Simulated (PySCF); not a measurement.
Consider C₂H₇PS₂Si.

```xyz
13

P     2.4177    0.5997    0.2714
Si    0.7280   -0.4317   -0.9055
S    -0.7088    1.1482   -1.2001
C    -1.9014    0.4749   -0.0328
C    -1.3216   -0.2330    1.1603
S    -0.2402   -1.5775    0.5891
H     3.2898   -0.5028    0.3437
H     3.2519    1.0747   -0.7885
H     0.8901   -1.3257   -2.0289
H    -2.5841    1.2566    0.3317
H    -2.4912   -0.3009   -0.5627
H    -2.1223   -0.5580    1.8361
H    -0.7452    0.5015    1.7326
```

Geometry: GFN2-xTB, MD frame at 250 fs, 300 K.

All numbers below come from PBE0/pcSseg-1, SCF density, gas phase, non-relativistic (PySCF 2.14.0).

What can the converged electron density and electron localisation function tell about the bonding?

C–S (1.80 Å): ρ at the midpoint is about 1.2 e/Å³; the ELF peaks at about 0.90 between the atoms (a shared electron pair).
Si–S (2.12 Å): ρ is about 0.88 e/Å³ halfway; the ELF peaks at about 0.90 between the atoms (a shared electron pair).

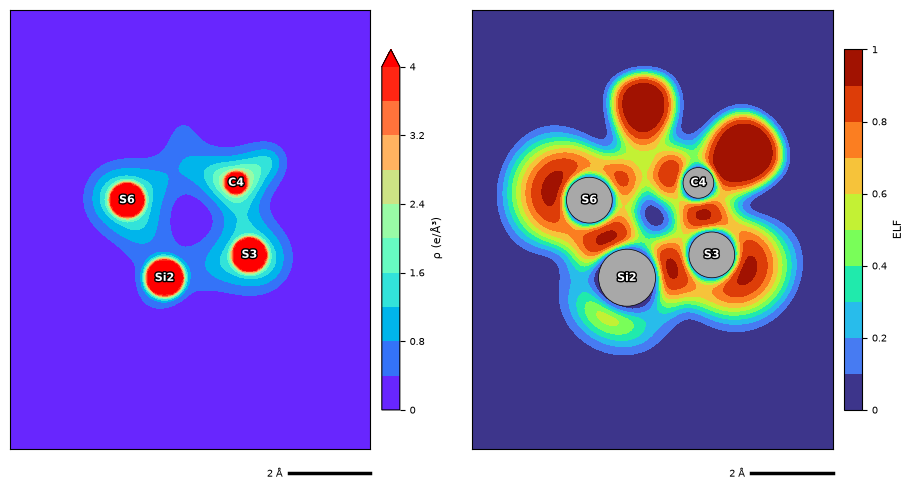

Computed electron density and electron localisation function on the plane of atoms S3, Si2 and S6, in this order. Grey discs cover the atomic cores in the ELF map. 
